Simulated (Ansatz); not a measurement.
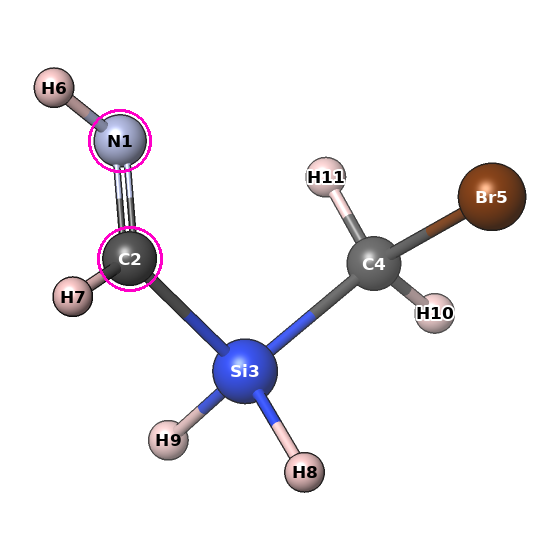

Atoms fade into the background with distance from the viewer. Circles mark the stereogenic atoms. The geometry was computed by an optimisation with PBE-D4/def2-SVP. No frequency run is at hand to confirm it as a minimum.

> What are the Cahn–Ingold–Prelog descriptors?

N1=C2: E.
